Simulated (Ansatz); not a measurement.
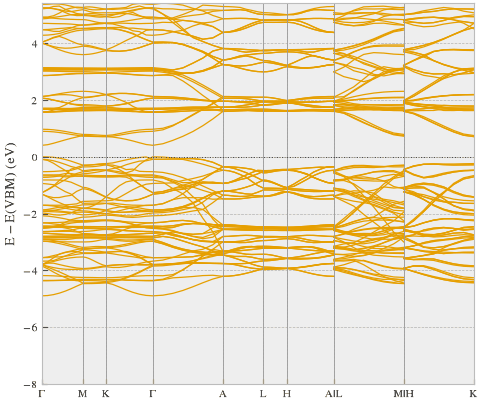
Figure: Band structure from DFT-r²SCAN in the program Ansatz with PAW potentials

Read off the gap and where the band edges lie.

About 0.4 eV (0.41 eV by a search for the band edges); maximum at Γ, minimum at Γ.

The material is BaTiS3 in space group P6_3cm (No. 185; Pearson symbol hP30).

The start of the workflow was typed in or built on a structure type; neither database checked (COD, Materials Project) lists it. COD files the formula under space group No. 194, so this cell is another polymorph or a model. Whether it is the stable phase at ambient conditions was not checked. The r²SCAN relaxation kept the symmetry of its start; its stability against distortions is not shown here. The workflow began spin-polarised and lost its moments. Spin–orbit coupling is left out wherever it is not named.

Potentials: the later of the program's two PAW sets.
